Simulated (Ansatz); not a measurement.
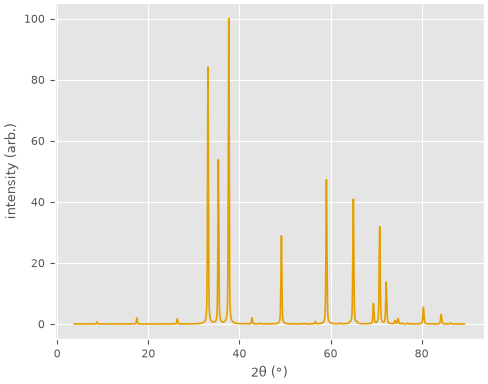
*Simulated powder pattern, Cu Kα1, λ = 1.54056 Å*

The pattern belongs to a structure relaxed with PBE in the plane-wave PAW code Ansatz.

### Question
Which compound is it?
A. AlSi3C3N, P3m1 (Pearson symbol hP8)
B. WC, P-6m2 (W on 1a, C on 1f)
C. SiBi2O5, Cmcm (Pearson symbol oS32)
D. SiO2, P4_12_12 (Si on 4a, O on 8b)

### Answer
A, AlSi3C3N, P3m1 (Pearson symbol hP8)

The start of the workflow was typed in or built on a structure type; neither database checked (COD, Materials Project) lists it. Whether it is the stable phase at ambient conditions was not checked. The cell was relaxed with PBE under the symmetry of its start; whether a distortion lowers the energy is not shown.

Potentials: the earlier of the program's two PAW sets.
